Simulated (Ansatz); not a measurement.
# CuSiNi2S4: one geometry, two states

Aim: solve CuSiNi2S4 (a borrowed structure type, volume estimated) from each of its saved states, at one geometry and mesh, and see which is lowest and how they differ.

Program: Ansatz 0.2.0. Level of theory: DFT, r2SCAN, with U_eff = 2.35 eV on Cu d, U_eff = 4.99 eV on Ni d, plane waves, PAW. These are calculated values, not measurements.

### Step 1. The structure

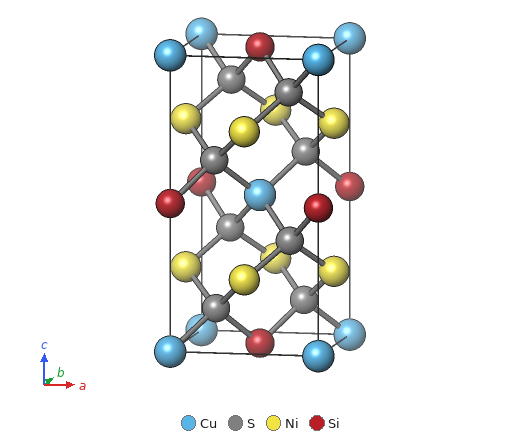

The structure slightly off an axis: copper blue, sulfur grey, nickel yellow, silicon red. The cell drawn here is the conventional one.

It takes space group I-42m (No. 121, tetragonal). Conventional cell: a = 5.259 Å, b = 5.259 Å, c = 10.398 Å, α = 90.00°, β = 90.00°, γ = 90.00°. Cu (site symmetry -42m) is surrounded by 4 S at 2.34 Å. Around S (site symmetry m) lie 2 Ni at 2.23 Å and 1 Si at 2.28 Å and 1 Cu at 2.34 Å. Ni (site symmetry -4) is surrounded by 4 S at 2.23 Å. Si (site symmetry -42m) is surrounded by 4 S at 2.28 Å.

In its conventional cell, by symmetry (the run takes the cell typed in the input):

```cif
data_structure
_symmetry_space_group_name_H-M 'I-42m'
_symmetry_Int_Tables_number 121
_cell_length_a 5.2590
_cell_length_b 5.2590
_cell_length_c 10.3983
_cell_angle_alpha 90.000
_cell_angle_beta 90.000
_cell_angle_gamma 90.000
_cell_volume 287.58
loop_
_atom_site_label
_atom_site_type_symbol
_atom_site_symmetry_multiplicity
_atom_site_Wyckoff_symbol
_atom_site_fract_x
_atom_site_fract_y
_atom_site_fract_z
_atom_site_occupancy
Cu1 Cu 2 a 0.00000 0.00000 0.00000 1
S1 S 8 i 0.75500 0.75500 0.63200 1
Ni1 Ni 4 d 0.50000 0.00000 0.75000 1
Si1 Si 2 b 0.50000 0.50000 0.00000 1
```

The states: A, Ni6 up, Ni7 up (collinear spin); B, Ni6 down, Ni7 up (collinear spin). Each run reads its own saved solution as saved_state.

### Step 2. State A: the run

input.yaml

```yaml
crystal:
  lattice:
    - [0.0, 5.25898159, 0.0]
    - [5.25898159, 0.0, 0.0]
    - [2.62949029, 2.62949029, -5.19914924]
  atoms:
    - { symbol: Cu, position: [0.0, 0.0, 0.0], spin: 1.0 }
    - { symbol: S, position: [0.387, 0.387, 0.736] }
    - { symbol: S, position: [0.613, 0.123, 0.264] }
    - { symbol: S, position: [0.877, 0.877, 0.736] }
    - { symbol: S, position: [0.123, 0.613, 0.264] }
    - { symbol: Ni, position: [0.75, 0.25, 0.5], spin: 2.0 }
    - { symbol: Ni, position: [0.25, 0.75, 0.5], spin: 2.0 }
    - { symbol: Si, position: [0.5, 0.5, 0.0] }
  symmetry: { detect: false, time_reversal: true }
kpoints:
  mp_grid: { grid: [5, 5, 5], shift: [0, 0, 0] }
  band_path:
    path:
      - [0.0, 0.0, 0.0]
      - [0.5, 0.5, 0.4999999]
      - [0.5, 0.5, 0.2499999]
      - [0.0, 0.5, -5.0e-08]
      - [0.0, 0.0, 0.0]
      - [0.0, 0.0, -0.5]
      - [0.0, 0.37210642, -0.31394683]
      - [0.0, 0.62789358, 0.31394673]
      - [0.0, 0.0, 0.0]
      - [0.5, 0.5, 0.4999999]
      - [0.37210642, 0.62789358, 0.4999999]
    npoints: 7
magnetization:
  spin_polarized: true
scf:
  occupations: { method: tetrahedron }
  lower_state_search: "off"
  max_iter: 200
hamiltonian:
  pseudopotentials: { kind: paw }
  xc: r2scan
  hubbard:
    projectors: all-electron-ortho-atomic
    sites:
      - { species: Cu, l: d, u_eff: 2.35 }
      - { species: Ni, l: d, u_eff: 4.99 }
basis:
  ecutwfc: 500
  fft_grid_basis: typed
output:
  forces: true
  stress: true
  eigenvalues: true
  bader: true
  populations: true
  elf: true
  write_potential: true
  volumetric_format: npy
  dos:
    e_range: [-12, 8]
    de: 0.05
    projected: { site_lists: { Cu: [Cu], Ni: [Ni], S: [S], Si: [Si] } }
checkpoint:
  read: saved_state
```

Command:

```sh
> ansatz run input.yaml --threads 1 --pin off --max-ram 2560MiB --backend cpu --events-out ev --progress --plain --runs-dir out
```

### Step 4. State B: the run

Changes to input.yaml since step 2:

```diff
@@ -11,3 +11,3 @@
     - { symbol: S, position: [0.123, 0.613, 0.264] }
-    - { symbol: Ni, position: [0.75, 0.25, 0.5], spin: 2.0 }
+    - { symbol: Ni, position: [0.75, 0.25, 0.5], spin: -2.0 }
     - { symbol: Ni, position: [0.25, 0.75, 0.5], spin: 2.0 }
@@ -17,16 +17,2 @@
   mp_grid: { grid: [5, 5, 5], shift: [0, 0, 0] }
-  band_path:
-    path:
-      - [0.0, 0.0, 0.0]
-      - [0.5, 0.5, 0.4999999]
-      - [0.5, 0.5, 0.2499999]
-      - [0.0, 0.5, -5.0e-08]
-      - [0.0, 0.0, 0.0]
-      - [0.0, 0.0, -0.5]
-      - [0.0, 0.37210642, -0.31394683]
-      - [0.0, 0.62789358, 0.31394673]
-      - [0.0, 0.0, 0.0]
-      - [0.5, 0.5, 0.4999999]
-      - [0.37210642, 0.62789358, 0.4999999]
-    npoints: 7
 magnetization:
```

(Steps that only read results are left out.)

**Question.** What will these runs give? Wanted: for each run, free energy; largest site moment; size of the net moment; gap; pressure; largest force.

**Answer**, as computed:

```tsv
state	free energy (meV/atom)	largest site moment (μB)	size of the net moment (μB/cell)	gap (eV)	pressure (GPa)	largest force (eV/Å)	SCF cycles
A	0.0	1.57	3.00	0.93	-0.1	2.47	29
B	4.8	1.59	1.00	0.77	0.0	2.48	38
```

**Reading.** State A wins by 4.8 meV per atom over B. The atoms are far from rest (forces to 2.5 eV/Å), so order and character hold for this geometry alone. Gaps that take in a band path and gaps read on the mesh alone aren't sampled alike. Every run converged, so convergence alone does not show that a state is the lowest.

Limits of this run: empty levels are not fully converged; gaps of Fe, Co and Ni magnets can come out low on these datasets; forces and stress under tetrahedra may miss the slope of the energy.
